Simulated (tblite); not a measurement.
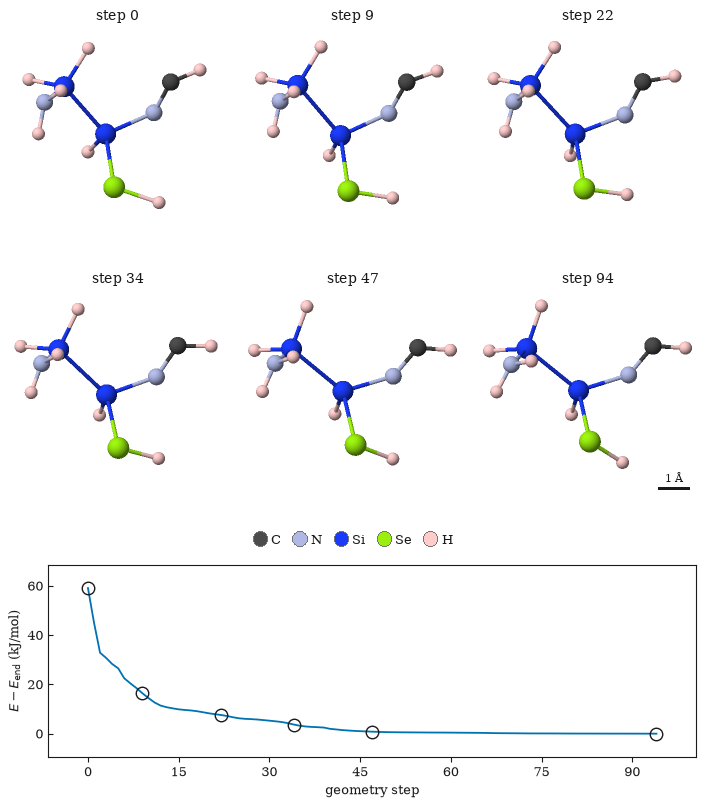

Frames of a relaxation of CH7N2SeSi2 (multiplicity 2), marked on the history of the run. The picture is a ball-and-stick view, seen at a tilt.

Theory: GFN2-xTB geometry optimisation, gas phase in tblite. 

**Describe the path.**

Over 94 geometry steps the energy falls by 59.1 kJ/mol. An H atom moves most after the best rigid fit: 0.74 Å. By element the largest moves are H 0.74 Å, C 0.49 Å, Se 0.42 Å, N 0.26 Å, Si 0.26 Å. Some distances before and after: Si–Si 2.226 → 2.345 Å, H–Se 1.533 → 1.424 Å, Se–Si 2.271 → 2.353 Å, N–Si 1.775 → 1.722 Å. Among the angles between lasting bonds that change: C–N–Si 124.3° → 144.6°, Si–Se–H 113.2° → 96.4°, N–Si–Si 111.8° → 125.0°. Groups turn about Se–Si by about 40°, N–Si by about 30°, N–Si by about 20°. From step 0 to 9: an H atom moves most (0.25 Å), energy −42.7 kJ/mol. From step 9 to 22: H atoms move most (0.20 Å), energy −8.84 kJ/mol. From step 22 to 34: an H atom moves most (0.31 Å), energy −3.86 kJ/mol. From step 34 to 47: H atoms move most (0.22 Å), energy −2.91 kJ/mol. From step 47 to 94: an H atom moves most (0.21 Å), energy −0.81 kJ/mol.

```tsv
step	E − E(0), kJ/mol
0	0.00
1	-14.04
2	-26.25
3	-28.36
4	-30.83
5	-32.57
6	-36.62
7	-38.66
8	-40.56
9	-42.69
10	-44.66
14	-48.82
19	-50.39
23	-51.92
28	-53.35
32	-54.36
37	-56.36
41	-57.37
45	-58.08
50	-58.50
54	-58.59
59	-58.66
63	-58.73
67	-58.86
72	-58.97
76	-59.01
81	-59.05
85	-59.07
90	-59.08
94	-59.10
```
